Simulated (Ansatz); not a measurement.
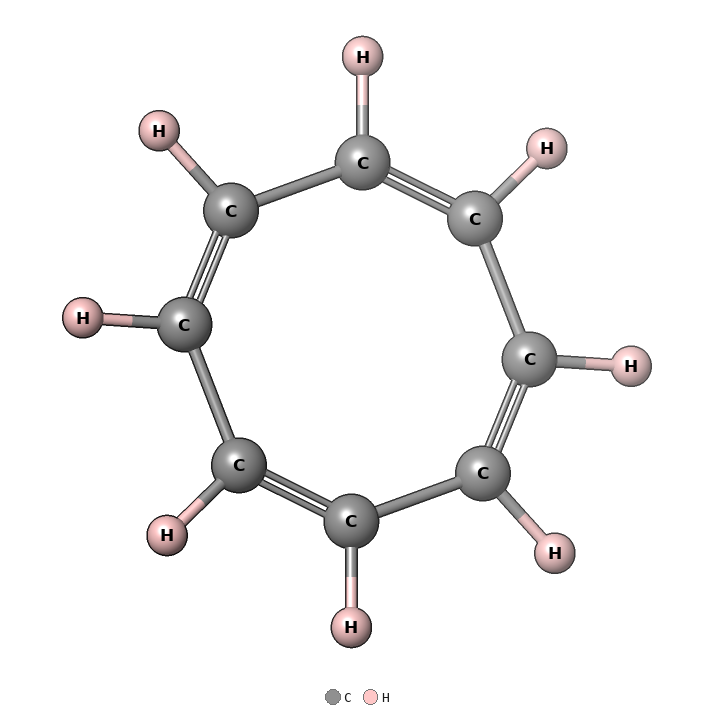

(Drawn from a calculation with Ansatz.)

Orthographic view. Atoms fade into the background with distance from the viewer. Geometry: a fixed input geometry, not necessarily a minimum.

**Write the InChI string.**

InChI=1S/C8H8/c1-2-4-6-8-7-5-3-1/h1-8H/b2-1-,3-1-,4-2-,5-3-,6-4-,7-5-,8-6-,8-7-
